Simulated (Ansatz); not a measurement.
Species, as SMILES: O (H2O).
Geometry (B3LYP-D3(BJ)/def2-TZVP, fixed):
```xyz
3

O      0.0070     0.0013     0.1167
H     -0.0500     0.7593    -0.4742
H     -0.0062    -0.7700    -0.4592
```

Basis-set convergence of the dipole moment at PBE with Ansatz (an electronic-structure program). Dipoles come from the density behind the forces; the sign is taken along the dipole that this method gives in the largest set. Cartesian d functions, on some or all atoms, in 6-31G**; all else is spherical. The program fits the integrals of some runs and decomposes those of others, by size. No added dispersion term, no relativity. Reference: the value in aug-pcseg-3, 1.787 D. Deviations are taken from unrounded values.

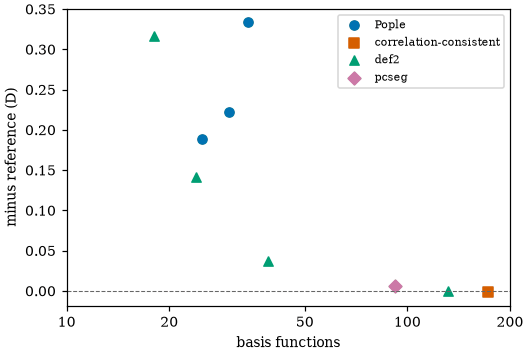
Fig. 1. Deviation from the reference against the number of basis functions, by family of sets.

```json
[
 {"basis": "def2-SV(P)", "functions": "18", "dipole moment (D)": "2.104", "minus reference (D)": "0.317"},
 {"basis": "def2-SVP", "functions": "24", "dipole moment (D)": "1.928", "minus reference (D)": "0.142"},
 {"basis": "6-31G**", "functions": "25", "dipole moment (D)": "1.976", "minus reference (D)": "0.189"},
 {"basis": "6-311G**", "functions": "30", "dipole moment (D)": "2.009", "minus reference (D)": "0.222"},
 {"basis": "6-311+G**", "functions": "34", "dipole moment (D)": "2.120", "minus reference (D)": "0.333"},
 {"basis": "def2-SVPD", "functions": "39", "dipole moment (D)": "1.824", "minus reference (D)": "0.037"},
 {"basis": "aug-pcseg-2", "functions": "92", "dipole moment (D)": "1.793", "minus reference (D)": "0.006"},
 {"basis": "def2-QZVPPD", "functions": "132", "dipole moment (D)": "1.786", "minus reference (D)": "-0.001"},
 {"basis": "aug-cc-pVQZ", "functions": "172", "dipole moment (D)": "1.785", "minus reference (D)": "-0.001"}
]
```
